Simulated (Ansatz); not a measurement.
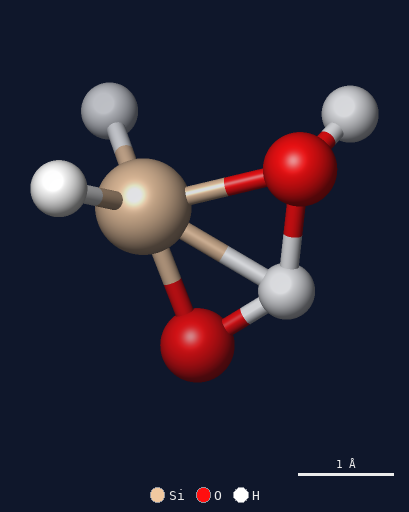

Starting structure of SiH$_{4}$O$_{2}$ (started from a transition state, displaced along its imaginary mode). The picture is a ball-and-stick view, seen face on.

All numbers below come from RKS PBE0-D4/def2-TZVP (Ansatz).

Input file:
```yaml
crystal:
  periodic: [false, false, false]
  atoms:
    - {symbol: Si, position_ang: [-0.197137, -0.083709, 0.631101]}
    - {symbol: O, position_ang: [0.380861, 0.632102, -0.849767]}
    - {symbol: O, position_ang: [0.668939, -1.366078, 0.199163]}
    - {symbol: H, position_ang: [0.818937, -0.657230, -0.675356]}
    - {symbol: H, position_ang: [-1.679087, -0.022242, 0.493329]}
    - {symbol: H, position_ang: [0.218264, 0.740166, 1.808628]}
    - {symbol: H, position_ang: [-0.210777, 0.756990, -1.607098]}
basis:
  gaussian: {orbitals: def2-TZVP}
hamiltonian: {xc: pbe0, dispersion: d4}
relax: {f_tol: 0.005, max_steps: 200}
```

Run as
```bash
ansatz run in.yaml --threads 2 --pin off --events-out ev --progress --plain --max-ram 4352MiB
```

Predict the outcome.

H4 moves most after the best rigid fit: 1.18 Å. Largest moves by element: H 1.18 Å, O 0.47 Å, Si 0.32 Å. Among the contacts that change: O2–H4 1.373 → 2.978 Å, Si1–H4 1.752 → 2.253 Å, O3–H4 1.136 → 0.958 Å, Si1–O2 1.743 → 1.644 Å. Bond angles that change, for instance: Si1–O3–H4 77.3° → 118.2°, O2–Si1–O3 85.4° → 111.2°, O3–Si1–H6 120.1° → 104.3°. Groups turn about Si1–O3 by about 50°. The energy falls by 1.623 eV in 14 accepted moves (15 points after the start). The largest force component goes from 2.5 to 0.0033 eV/Å. The line search rejected the trial step at point 13 of the run.

History of the run:

| step | E − E(0), eV | largest force component, eV/Å | note |
| --- | --- | --- | --- |
| 0 | 0.0000 | 2.4614 |  |
| 1 | -0.2749 | 2.6367 |  |
| 2 | -0.7425 | 3.1148 |  |
| 3 | -1.1450 | 2.1576 |  |
| 4 | -1.4421 | 1.1184 |  |
| 5 | -1.5670 | 0.3626 |  |
| 6 | -1.5823 | 0.3927 |  |
| 7 | -1.5862 | 0.5940 |  |
| 8 | -1.6126 | 0.3218 |  |
| 9 | -1.6187 | 0.2248 |  |
| 10 | -1.6233 | 0.0259 |  |
| 11 | -1.6235 | 0.0311 |  |
| 12 | -1.6235 | 0.0311 |  |
| 13 | -1.6219 | 0.1974 | rejected |
| 14 | -1.6235 | 0.0136 |  |
| 15 | -1.6235 | 0.0033 |  |

Final geometry:

```xyz
7

Si   -0.1053    0.1018    0.3884
O     0.2591    1.0801   -0.8813
O     0.8264   -1.2433    0.3860
H     0.8094   -1.8049   -0.3900
H    -1.5545   -0.2354    0.2975
H     0.2215    0.7705    1.6638
H    -0.4567    1.3312   -1.4645
```

After the run, drawn alike:

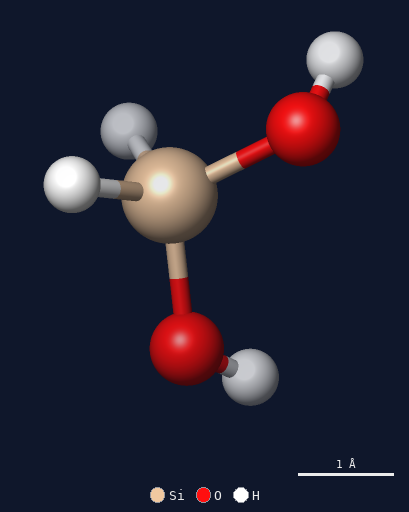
